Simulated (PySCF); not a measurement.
Si(CCH)3(OH), SMILES C#C[Si](O)(C#C)C#C (C₆H₄OSi) at its PBE0/def2-SVP optimised geometry (Å):

```
12

C     -1.3954     0.9216    -0.0064
C     -0.9725    -0.2195     0.0000
Si    -0.3123    -1.9292     0.0000
O      1.3426    -1.9292     0.0000
C     -0.9725    -2.7853    -1.4799
C     -1.3956    -3.3514    -2.4706
C     -0.8338    -2.8021     1.5132
C     -1.2046    -3.3807     2.5164
H     -1.7727     1.9292    -0.0089
H      1.7727    -1.4998    -0.7460
H     -1.7731    -3.8539    -3.3439
H     -1.5286    -3.8931     3.4052
```

Calculation: PBE0/def2-TZVP (PySCF).

Map of the electron localisation function on the plane z = 0.6 Å:

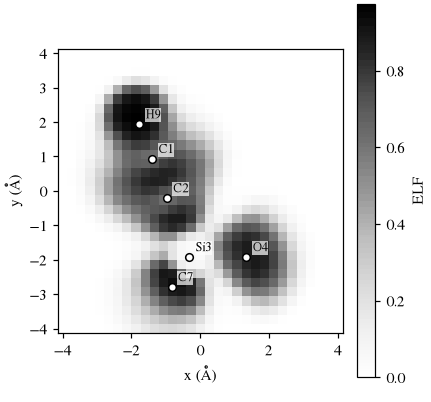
Electron localisation function on the plane z = 0.6 Å.
